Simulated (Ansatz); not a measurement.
Input file:

```
crystal:
  periodic: [false, false, false]
  atoms:
    - {symbol: Ge, position_ang: [-1.660223, 0.387657, 1.485220]}
    - {symbol: O, position_ang: [1.377710, -0.364189, -1.525196]}
    - {symbol: O, position_ang: [0.171397, -2.543798, -0.655306]}
    - {symbol: O, position_ang: [1.284965, -1.008557, 1.187474]}
    - {symbol: O, position_ang: [-0.802051, -0.013825, -0.032182]}
    - {symbol: Si, position_ang: [0.503310, -0.977445, -0.266783]}
    - {symbol: H, position_ang: [1.317569, 0.589120, -1.635426]}
    - {symbol: H, position_ang: [0.051421, -2.715782, -1.593628]}
    - {symbol: H, position_ang: [1.871046, -1.756138, 1.334541]}
    - {symbol: H, position_ang: [-0.827496, 1.423403, 2.257556]}
    - {symbol: H, position_ang: [-3.002930, 0.982095, 1.033902]}
    - {symbol: H, position_ang: [-1.866923, -0.893496, 2.309579]}
basis:
  gaussian: {orbitals: def2-SVPD}
hamiltonian: {xc: {name: PBE0}}
output: {forces: true, orbitals: {seedname: orbitals}}
```

Launched as:

```sh
ansatz run input.yaml --threads 2 --pin off --max-ram 6090MiB --events-out events.jsonl --progress --plain --runs-dir runs
```

Geometry: PBE0-D4/def2-SVP.

Method: isolated molecule in a Gaussian basis; Kohn-Sham density functional theory, functional PBE0 (Ansatz).

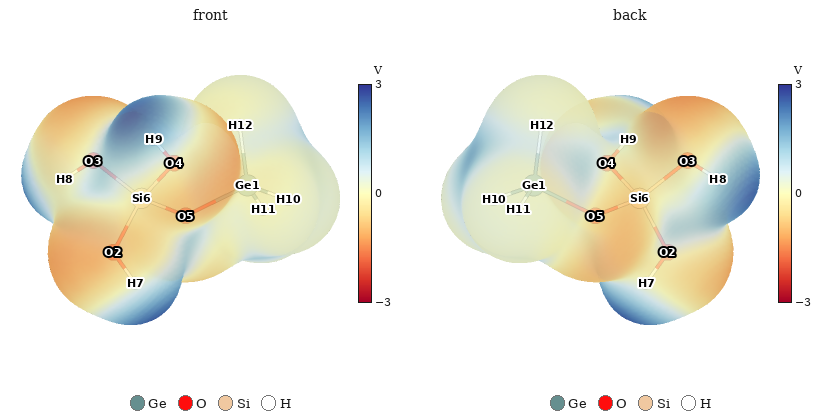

GeH₆O₄Si (SMILES O[Si](O)(O)[O][GeH3]). The molecular electrostatic potential painted on the density surface at 0.002 e/bohr³, seen from the front and from behind; red is negative and blue positive.

### Describe the electrostatic potential map.

The most negative region (about −1.3 V, or −30 kcal/mol for a unit charge) lies over O2 and O3, the most positive (about +2.5 V, or +58 kcal/mol for a unit charge) over H7, H8 and H9.

### How polar is the molecule by this calculation?

Its dipole moment is 0.52 D.
